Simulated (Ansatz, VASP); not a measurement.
# Ca2TeS: VASP beside Ansatz

One calculation is typed for both programs; each brings its own data sets and cutoff. How far apart do they land? The cell is invented: As first built, before any earlier steps moved the atoms: it takes the CdS structure with some of its atoms replaced by other elements, volume scaled by an estimate. It may not be a known or stable phase. The cell comes out of the VASP series on this material, whose earlier steps may have relaxed, scaled or displaced it; both programs get it as it stands.

Program: Ansatz 0.2.0. Level of theory: plane waves, with VASP 6.6.1 beside it; relaxation of cell and atoms at PBE. Results are calculated unless marked as measured.

### 1. Set-up

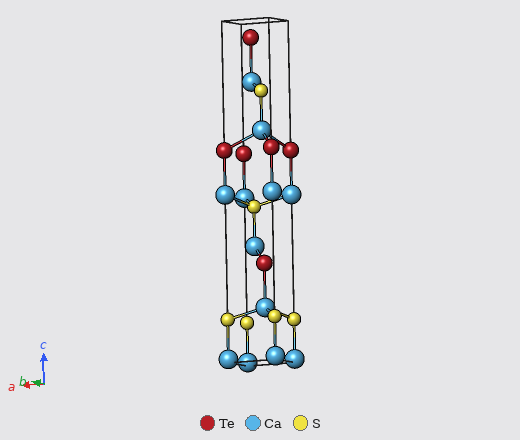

Start, viewed from a free direction; tellurium red, calcium blue, sulfur yellow. This picture shows the conventional cell, with its axes. Some periodic images of atoms are drawn too.

### 2. VASP: relaxation of cell and atoms, PBE

The relaxed volume is the usual yardstick between codes: its relative difference is about their pressure difference at one cell divided by the bulk modulus.

Lines of VASP's logs that name or quote its potential files are left out, and so is its time.

File INCAR:

```
SYSTEM = Ca2TeS
PREC = Accurate
ENCUT = 400
EDIFF = 1E-06
NELM = 100
ISMEAR = 0
SIGMA = 0.05
LREAL = .FALSE.
ALGO = Normal
GGA = PE
NBANDS = 22
LORBIT = 11
LWAVE = .FALSE.
LCHARG = .FALSE.
KPAR = 2
IBRION = 2
NSW = 60
ISIF = 3
EDIFFG = -0.01
```

File POSCAR:

```
Ca2TeS
1.0
    2.3461659476      1.3545594816      7.8402481989
   -2.3461659476      1.3545594816      7.8402481989
    0.0000000000     -2.7091189631      7.8402481989
Te Ca S
1 2 1
Direct
    0.6215580762      0.6215580762      0.6215580762
    0.4916064041      0.4916064041      0.4916064041
    0.0104143928      0.0104143928      0.0104143928
    0.1264211269      0.1264211269      0.1264211269
```

File KPOINTS:

```
Automatic mesh
0
Gamma
5 5 5
0 0 0
```

The projector-augmented-wave data sets are Te, Ca_sv and S (PBE family, release 64).

The run is started by

```
$ mpirun -np 2 vasp_std
```

Numbers of over 12 decimals in the logs are rounded to 6 here.

The program printed:

```text
[banner, memory and clock lines left out]
running    2 mpi-ranks, on    1 nodes
 distrk:  each k-point on    1 cores,    2 groups
 distr:  one band on    1 cores,    1 groups

 POSCAR found type information on POSCAR TeCaS
 POSCAR found :  3 types and       4 ions
 LDA part: xc-table for (Slater+PW92), standard interpolation
 POSCAR, INCAR and KPOINTS ok, starting setup
 FFT: planning ... GRIDC
 FFT: planning ... GRID_SOFT
 FFT: planning ... GRID
 WAVECAR not read
 entering main loop
       N       E                     dE             d eps       ncg     rms          rms(c)
DAV:   1     0.216370417954E+03    0.21637E+03   -0.12443E+04   868   0.104E+03
DAV:   2    -0.304001818769E+01   -0.21941E+03   -0.21193E+03  1038   0.296E+02
DAV:   3    -0.177321129286E+02   -0.14692E+02   -0.14631E+02  1392   0.627E+01
DAV:   4    -0.184702085553E+02   -0.73810E+00   -0.73649E+00  1298   0.126E+01
DAV:   5    -0.184942626803E+02   -0.24054E-01   -0.24052E-01  1192   0.186E+00    0.659E+00
DAV:   6    -0.176062872744E+02    0.88798E+00   -0.20796E+00  1058   0.483E+00    0.456E+00
DAV:   7    -0.175350118897E+02    0.71275E-01   -0.59004E-01  1216   0.312E+00    0.239E+00
DAV:   8    -0.175554049050E+02   -0.20393E-01   -0.11034E-01  1096   0.192E+00    0.490E-01
DAV:   9    -0.175561789739E+02   -0.77407E-03   -0.11768E-02  1072   0.560E-01    0.318E-01
DAV:  10    -0.175598255539E+02   -0.36466E-02   -0.69665E-03  1106   0.363E-01    0.134E-01
DAV:  11    -0.175606907881E+02   -0.86523E-03   -0.18955E-03   960   0.192E-01    0.614E-02
DAV:  12    -0.175608263476E+02   -0.13556E-03   -0.22896E-04  1064   0.781E-02    0.356E-02
DAV:  13    -0.175608617957E+02   -0.35448E-04   -0.10588E-04   976   0.544E-02    0.117E-02
DAV:  14    -0.175608658999E+02   -0.41042E-05   -0.12503E-05  1168   0.170E-02    0.494E-03
DAV:  15    -0.175608673007E+02   -0.14008E-05   -0.41148E-06   822   0.101E-02    0.167E-03
DAV:  16    -0.175608674906E+02   -0.18982E-06   -0.35027E-07   760   0.328E-03
   1 F= -.17560867E+02 E0= -.17560867E+02  d E =-.175609E+02
[...]
2 F= -.17561142E+02 E0= -.17561142E+02  d E =-.274309E-03
[...]
3 F= -.17561248E+02 E0= -.17561248E+02  d E =-.380274E-03
[...]
4 F= -.17561436E+02 E0= -.17561436E+02  d E =-.188042E-03
[...]
5 F= -.17561493E+02 E0= -.17561493E+02  d E =-.245230E-03
[...]
6 F= -.17561540E+02 E0= -.17561540E+02  d E =-.465912E-04
 trial-energy change:   -0.000047  1 .order   -0.000046   -0.000067   -0.000025
 step:   2.3778(harm=  2.3778)  dis= 0.00271  next Energy=   -17.561547 (dE=-0.540E-04)
 bond charge predicted
       N       E                     dE             d eps       ncg     rms          rms(c)
DAV:   1    -0.175615653401E+02   -0.25438E-04   -0.48987E-03   836   0.549E-01    0.422E-02
DAV:   2    -0.175615510072E+02    0.14333E-04   -0.25215E-04  1112   0.124E-01    0.215E-02
DAV:   3    -0.175615411069E+02    0.99003E-05   -0.22509E-05  1032   0.363E-02    0.859E-03
DAV:   4    -0.175615406327E+02    0.47422E-06   -0.12317E-05  1392   0.146E-02    0.493E-03
DAV:   5    -0.175615403150E+02    0.31769E-06   -0.40005E-07   580   0.519E-03
   7 F= -.17561540E+02 E0= -.17561540E+02  d E =-.473197E-04
 curvature:  -1.62 expect dE=-0.420E-04 dE for cont linesearch -0.795E-06
 trial: gam= 0.63108 g(F)=  0.608E-05 g(S)=  0.198E-04 ort =-0.551E-05 (trialstep = 0.165E+01)
 search vector abs. value=  0.436E-04
 reached required accuracy - stopping structural energy minimisation
```

From OUTCAR (step 2):

```text
ion  position               nearest neighbor table
   1  0.622  0.622  0.622-   3 3.01   3 3.01   3 3.01   2 3.06
   2  0.492  0.492  0.492-   4 2.81   4 2.81   4 2.81   1 3.06
   3  0.010  0.010  0.010-   4 2.73   1 3.01   1 3.01   1 3.01
   4  0.126  0.126  0.126-   3 2.73   2 2.81   2 2.81   2 2.81

  LATTYP: Found a trigonal (rhomboedric) cell.
 ALAT       =     8.2951080682
 COS(alpha) =     0.8400061264

 Subroutine GETGRP returns: Found  6 space group operations
 (whereof  6 operations were pure point group operations)

The static configuration has the point symmetry C_3v.

 Found     19 irreducible k-points:

   k-points           NKPTS =     19   k-points in BZ     NKDIM =     19   number of bands    NBANDS=     22

   dimension x,y,z NGX =    54 NGY =   54 NGZ =   54
   dimension x,y,z NGXF=   108 NGYF=  108 NGZF=  108

   ENCUT  =  400.0 eV  29.40 Ry    5.42 a.u.  13.53 13.53 13.53*2*pi/ulx,y,z

   NELECT =      32.0000    total number of electrons

 k-points in reciprocal lattice and weights: Automatic mesh
   0.00000000  0.00000000  0.00000000       0.008
   0.20000000  0.00000000  0.00000000       0.048
   0.40000000  0.00000000  0.00000000       0.048
   0.20000000  0.20000000  0.00000000       0.048
   0.40000000  0.20000000  0.00000000       0.096
  -0.40000000  0.20000000 -0.00000000       0.096
  -0.20000000  0.20000000  0.00000000       0.048
   0.40000000  0.40000000  0.00000000       0.048
  -0.40000000  0.40000000  0.00000000       0.048
[...]
0.40000000  0.40000000  0.40000000       0.016
  -0.40000000  0.40000000  0.40000000       0.048

 average (electrostatic) potential at core
       1 -91.0717       2 -48.0566       3 -47.5666       4 -88.6309

 E-fermi :   1.3927

 k-point     1 :       0.0000    0.0000    0.0000
  band No.  band energies     occupation
    ...
     12      -0.2448      2.00000
     13      -0.2448      2.00000
     14       0.2170      2.00000
     15       1.0531      2.00000
     16       1.0531      2.00000
     17       3.4293      0.00000
     18       5.2716      0.00000
     19       5.4989      0.00000
     20       5.4989      0.00000
     21       5.5810      0.00000
    ...

 k-point     2 :       0.2000    0.0000    0.0000
  band No.  band energies     occupation
    ...
     12      -0.5490      2.00000
     13      -0.2171      2.00000
     14       0.2409      2.00000
     15       0.4349      2.00000
     16       0.9993      2.00000
     17       4.0580      0.00000
     18       4.8757      0.00000
     19       5.0749      0.00000
     20       5.3646      0.00000
     21       5.5655      0.00000
    ...

 k-point     3 :       0.4000    0.0000    0.0000
  band No.  band energies     occupation
    ...
     12      -0.3973      2.00000
     13      -0.2958      2.00000
     14      -0.1739      2.00000
     15       0.2664      2.00000
     16       0.9095      2.00000
     17       4.0544      0.00000
     18       4.5015      0.00000
     19       5.0584      0.00000
     20       5.4637      0.00000
     21       5.6030      0.00000
    ...

  Total       -0.0250339     -0.0250339      0.0197571      0.0000000      0.0000000      0.0000000
  in kB       -0.2676038     -0.2676038      0.2111972      0.0000000      0.0000000      0.0000000
  external PRESSURE =      -0.1080034 kB  Pullay stress =       0.0000000 kB

  energy-cutoff  :      400.00
  volume of cell :      149.88
      direct lattice vectors                 reciprocal lattice vectors
     2.344148407  1.353394654  7.873815027     0.213297076  0.123147129  0.042334413
    -2.344148407  1.353394654  7.873815027    -0.213297076  0.123147129  0.042334413
     0.000000000 -2.706789308  7.873815027     0.000000000 -0.246294259  0.042334413

 POSITION                                       TOTAL-FORCE (eV/Angst)
 -----------------------------------------------------------------------------------
      0.00000      0.00000     14.68626        -0.000000     -0.000000     -0.005333
      0.00000      0.00000     11.62142        -0.000000     -0.000000     -0.000121
      0.00000      0.00000      0.24610        -0.000000     -0.000000     -0.003704
      0.00000      0.00000      2.97303         0.000000      0.000000      0.009159
 -----------------------------------------------------------------------------------
    total drift:                                0.000000      0.000000     -0.000554

  FREE ENERGIE OF THE ION-ELECTRON SYSTEM (eV)
  ---------------------------------------------------
  free  energy   TOTEN  =       -17.5615403150 eV

  energy  without entropy=      -17.5615403150  energy(sigma->0) =      -17.56154031

 reached required accuracy - stopping structural energy minimisation

 total charge
# of ion       s       p       d       tot
------------------------------------------
    1        1.338   2.173   0.004   3.514
    2        2.037   5.843   0.212   8.091
    3        2.047   5.850   0.248   8.144
    4        1.315   2.444   0.000   3.759
--------------------------------------------------
tot          6.736  16.309   0.463  23.508

[... 3 further parts left out ...]
```

### 3. Ansatz: relaxation of cell and atoms, PBE

Ansatz runs on its default PAW (the set named soft_2) files.

The same cell, functional, mesh and smearing now go to Ansatz, which takes its cutoff from its data sets.

File input.yaml:

```yaml
crystal:
  lattice:
    - [2.3461659476, 1.3545594816, 7.8402481989]
    - [-2.3461659476, 1.3545594816, 7.8402481989]
    - [0.0, -2.7091189631, 7.8402481989]
  atoms:
    - { symbol: Te, position: [0.6215580762, 0.6215580762, 0.6215580762] }
    - { symbol: Ca, position: [0.4916064041, 0.4916064041, 0.4916064041] }
    - { symbol: Ca, position: [0.0104143928, 0.0104143928, 0.0104143928] }
    - { symbol: S, position: [0.1264211269, 0.1264211269, 0.1264211269] }
hamiltonian:
  xc: pbe
  pseudopotentials: { kind: paw }
kpoints:
  mp_grid: { grid: [5, 5, 5] }
scf:
  occupations: { method: gaussian, width: 0.05 }
relax:
  f_tol: 0.01
  max_steps: 60
  cell: { stress_tol: 0.05 }
output:
  forces: true
  stress: true
```

The run is started by

```
$ ansatz run input.yaml --threads 4 --pin off --max-ram 9216MiB --backend cpu --events-out ev --progress --plain --runs-dir out
```

The program printed:

```text
basis.fft_grid_basis auto: the FFT boxes are laid along the combinations [[1, 0, -1], [0, 1, -1], [0, 0, 1]] of the cell's own vectors, 4.692, 4.692 and 8.295 Å long. The dense box has 32×32×60 points. Along the cell's own vectors, as sized, it would have 60×60×60, 3.52 times as many. Of the 6 symmetry operations that the crystal satisfies within crystal.symmetry.tolerance (time reversal apart; of a slab, those that  [...]
Engine: ansatz 0.2.0, x86_64-unknown-linux-gnu
Pseudopotentials: kind: paw
Pseudopotential: Te, paw, valence charge 16, recommended cutoff 420 eV (normal), Te.paw.azcp
Pseudopotential: Ca, paw, valence charge 10, recommended cutoff 420 eV (normal), Ca.paw.azcp
Pseudopotential: S, paw, valence charge 6, recommended cutoff 420 eV (normal), S.paw.azcp
Functional definition: PBE
  parameter kappa = 0.804
  parameter beta = 0.066725
  exchange = pbe_x(kappa = kappa, mu = beta*pi^2/3)
  correlation = pbe_c(beta = beta)
Crystal: 4 atoms, lattice volume = 149.499 Å³
Basis set: ecut = 420 eV, 2925 PW (Γ), FFT grids on a1−a3, a2−a3, a3, exchange–correlation on 64×64×120 points (8 copies of the dense FFT grid, shifted against one another)
Bands: 26, of which v1, the nominal top of the filled ones, is band 21 counted from 1 (20 counted from 0)
Symmetry: 6 space group operations
Space group: R3m (ITA 160), of the structure as read, at distance tolerance 5.3e-5 Å
k-points: 19 of 125 (time reversal used)
Non-local potential: Te, projectors of the file, l = 0: 2, l = 1: 2, l = 2: 2, l = 3: 2
Non-local potential: Ca, projectors of the file, l = 0: 3, l = 1: 2, l = 2: 2
Non-local potential: S, projectors of the file, l = 0: 2, l = 1: 2, l = 2: 2
PAW form: soft (Blöchl's): semilocal exchange-correlation on the pseudo side does not see the compensation charge
PAW one-centre angular grid: Te, 590 points (default); XC on 64 Gauss nodes
PAW one-centre angular grid: Ca, 110 points (default); XC on 64 Gauss nodes
PAW one-centre angular grid: S, 110 points (default); XC on 64 Gauss nodes
Initial density: superposition of atomic densities (neutral atoms: chi_scale 0, normalization atom), corrected by the library's trained network
Initial wavefunctions: pseudopotential atomic-orbital guess
Functional: x = pbe(κ = 0.804, μ = 0.219515), c = pbe(β = 0.066725)
SCF iter   1: F=—  HF=-11522.214164 eV  |F-HF|=—  |Δ(HF+E_count)|=         —  Δρ=1.13e-3  dr2=4.98e-3  ethr=1.77e-3  ⟨swp⟩=10.3  Hψ=3027  notcnv=0
preconditioner: auto → Resta (q_TF=auto, 2.208 Å⁻¹)  ε∞=3.8  [insulator: Δε(μ)=2.338 eV  Ē_g=7.235 eV  σ=0.050 eV  W_gap=1.00  n_scr=28 (ndim 8)  ℏωp=12.1 eV  f_vac=0.119  D(μ)=0.00/eV (n_scr^D=0)  ε∞_Penn≈3.8]
SCF iter   2: F=—  HF=-11522.214087 eV  |F-HF|=—  |Δ(HF+E_count)|=   7.68e-5  Δρ=5.52e-4  dr2=1.14e-3  ethr=1.18e-5  ⟨swp⟩=2.0  Hψ=922  notcnv=0  defer=3
SCF iter   3: F=—  HF=-11522.214259 eV  |F-HF|=—  |Δ(HF+E_count)|=   1.72e-4  Δρ=2.22e-4  dr2=2.08e-4  ethr=2.72e-6  ⟨swp⟩=2.0  Hψ=608  notcnv=0  defer=3
SCF iter   4: F=—  HF=-11522.214340 eV  |F-HF|=—  |Δ(HF+E_count)|=   8.16e-5  Δρ=7.95e-5  dr2=1.86e-5  ethr=4.95e-7  ⟨swp⟩=2.0  Hψ=589  notcnv=0  defer=3
SCF iter   5: F=—  HF=-11522.214343 eV  |F-HF|=—  |Δ(HF+E_count)|=   2.72e-6  Δρ=2.44e-5  dr2=1.76e-6  ethr=4.42e-8  ⟨swp⟩=2.0  Hψ=735  notcnv=0  defer=3
SCF iter   6: F=—  HF=-11522.214346 eV  |F-HF|=—  |Δ(HF+E_count)|=   2.69e-6  Δρ=9.06e-6  dr2=2.32e-7  ethr=4.18e-9  ⟨swp⟩=2.0  Hψ=634  notcnv=0  defer=4
SCF iter   7: F=-11522.214346 eV  HF=-11522.214346 eV  |F-HF|=2.80e-8  |Δ(HF+E_count)|=   2.52e-7  Δρ=3.06e-6  dr2=3.53e-8  ethr=2.38e-10  ⟨swp⟩=5.0  Hψ=1742  notcnv=0
SCF 1 converged in 7 iterations: F = -11522.214346 eV  dr2 = 3.53e-8
  greatest PAW one-centre occupation: 0.998 electrons in one spin orbital (limit 2), on the Te atom at site 0 (counted from 0), in its partial waves of l = 2
relax step   1: F+E_penalty+E_count = -11522.21434602 eV  Δ(F+E_penalty+E_count) = +0.000e0 eV  max|allowed force component| = 4.552e-2 eV/Å  Δτ_max = 0.0000 Å  P = -0.038 GPa  Ω = 149.499 Å³  (7 SCF iters, dr2 threshold 1.00e-7 eV, accepted)
[...]
relax step   2: F+E_penalty+E_count = -11522.21459648 eV  Δ(F+E_penalty+E_count) = -2.505e-4 eV  max|allowed force component| = 4.679e-2 eV/Å  Δτ_max = 0.0183 Å  P = +0.029 GPa  Ω = 149.429 Å³  energy of the carried Pulay correction = +3.387e-6 eV  (5 SCF iters, dr2 threshold 1.29e-7 eV, accepted)
[...]
relax step   3: F+E_penalty+E_count = -11522.21504085 eV  Δ(F+E_penalty+E_count) = -4.444e-4 eV  max|allowed force component| = 6.063e-3 eV/Å  Δτ_max = 0.0067 Å  P = +0.001 GPa  Ω = 149.426 Å³  energy of the carried Pulay correction = +3.493e-6 eV  (5 SCF iters, dr2 threshold 1.37e-7 eV, accepted)
[...]
relax step   4: F+E_penalty+E_count = -11522.21503830 eV  Δ(F+E_penalty+E_count) = +2.554e-6 eV  max|allowed force component| = 6.051e-3 eV/Å  Δτ_max = 0.0000 Å  P = +0.001 GPa  Ω = 149.426 Å³  stress off target by 3.44e-2 GPa  SCF on the basis re-selected at this cell (its energy is not comparable with the rows above)  (6 SCF iters)
basis re-selected at this cell: Δ(F+E_penalty+E_count) = +2.554e-6 eV, ΔP = -0.000 GPa vs the last step (what re-selecting the basis moved, of the pressure what is left beyond the Pulay correction that the steps carried, after the strain that the cell walked since its last selection, with what the two solves' SCF thresholds leave and, on support functions, any second-order correction that the steps lacked; it is no m [...]
SCF converged after 6 iterations
Free energy (F): -11522.215038 eV
Harris-Foulkes:  -11522.215038 eV  (|F-HF|=3.64e-12)
Internal energy: -11522.215038 eV  (E = F + TS)
E sigma→0 (E₀):  -11522.215038 eV
Fermi energy:    4.740107 eV
--- Per-component energies (eV) ---
  E_band       = -660.927686
  E_kinetic    = 843.452386
  E_local      = -3743.907352  (includes V_loc(G=0)·N_el)
  E_nonlocal   = -154.323169
  E_hartree    = 1722.103321
  E_xc         = -496.918870
  E_vxc        = -535.191343  (∫ρ·V_xc dr)
  E_paw        = -6980.005240  (= ΣΔE_a)
  E_vpaw       = -515.164684  (= ΣTr[D̂ρ^β])
  E_aug_tail   = -0.000191  (compensation charges beyond the density's cutoff)
  E_ewald      = -2712.615923
  E_smearing   = -0.000000  (= −TS)
  E_closure    = 0.000000  (closes the sum)
  Σ components = -11522.215038   (vs F -11522.215038, Δ=0.00e0)
--- Forces (eV/Å), atoms counted from 1 ---
  atom   1  Te     0.00000000    -0.00000000    -0.00605140
  atom   2  Ca     0.00000000     0.00000000     0.00081579
  atom   3  Ca     0.00000000     0.00000000     0.00377145
  atom   4  S     -0.00000000     0.00000000     0.00146415
  max |Σ_I F_I| component: 7.61e-9 eV/Å
--- Stress (GPa, compression-positive) ---
       -0.015663       0.000000      -0.000000
        0.000000      -0.015663       0.000000
       -0.000000       0.000000       0.034355
  P = ⅓ Tr σ = 0.0010 GPa (0.010 kbar)
--- Relaxed structure (3 steps of the walk, 3 accepted, 1 SCFs on fresh bases) ---
  F+E_penalty+E_count = -11522.21503830 eV   max|allowed force component| = 6.051e-3 eV/Å   (the final SCF, on the basis selected at the relaxed cell)
  cell:  # Å, volume = 149.4264 Å³
    - [2.342447, 1.352413, 7.861351]
    - [-2.342447, 1.352413, 7.861351]
    - [0, -2.704825, 7.861351]
  atoms:
    - { symbol: Te, position: [0.621766, 0.621766, 0.621766] }
    - { symbol: Ca, position: [0.491952, 0.491952, 0.491952] }
    - { symbol: Ca, position: [0.010364, 0.010364, 0.010364] }
    - { symbol: S, position: [0.125918, 0.125918, 0.125918] }
```

Wall time 4.8 s (4 threads of Intel Xeon Platinum 8488C (Sapphire Rapids), shared host); peak memory 0.5 GiB.

### 4. Side by side

Known differences besides the PAW data sets themselves: both relaxations stop at a tolerance, which leaves soft axes loose, and VASP keeps its plane-wave basis; the data sets hold 42 valence electrons in Ansatz (default PAW (the set named soft_2) files) and 32 in VASP; the cutoff is 420 eV in Ansatz and 400 eV in VASP; VASP leaves aspherical gradient terms in its spheres out (LASPH is not set), Ansatz keeps them; Ansatz adds a Pulay correction to the stress that steers its cell, VASP none. Total energies have different zeros and are not compared.

The two programs side by side:

```csv
quantity,Ansatz,VASP,difference
volume (Å³),149.43,149.88,-0.30 %
"edge a after relaxation, in the typed setting (Å)",8.314,8.326,-0.15 %
```

The walks stopped with 0.00 GPa left in Ansatz and -0.01 GPa in VASP; each walk ends within a tolerance, so the volume difference is uncertain by about these residues over the bulk modulus, most in soft cells.

### 5. What came out

```
difference in volume (relaxation of cell and atoms, PBE) : -0.30 %
```

What this shows: The difference in volume is -0.30 % (relaxation of cell and atoms, PBE), within the 1.2 % picked in this series as the mark of a large difference, as far as the stopping tolerances let one tell. How closely two codes agree says nothing of how well the functional describes the real material.

[Lines on the potential files, build, host, timing and source positions are cut from VASP's logs without a mark.]

[Logs are printed without paths, hosts, clocks, repeated set-up lines and the standing remarks that a program may print on its own settings, such as how far it seeks lower states.]

[Hosts, paths, dates, database ids (printed as entryN), source tags and the programs' standing remarks are cut or masked in the printed files.]
